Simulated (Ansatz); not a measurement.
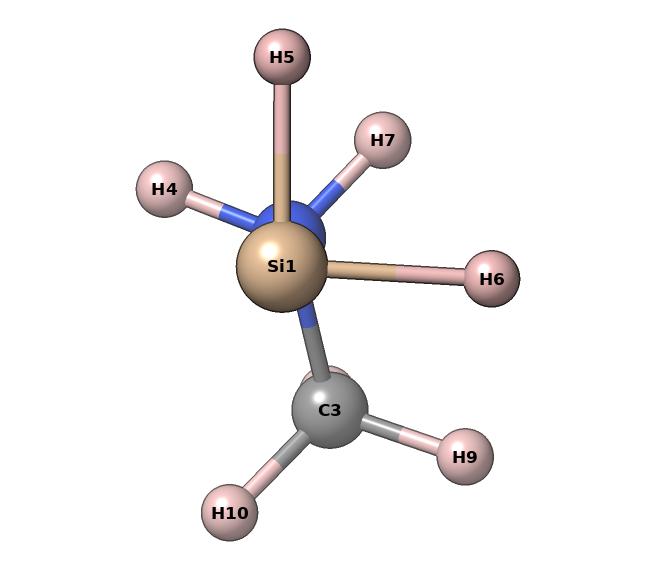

N2 lies behind Si1. The molecule seen nearly along the Si1–N2 bond, Si1 in front. Atoms fade into the background with distance from the viewer. Computed geometry: PBE0-D4/def2-TZVP optimisation.

### What is the torsion angle H5–Si1–N2–C3? The sign is positive where the front bond must turn clockwise to cover the back bond.

168°, antiperiplanar (anti).
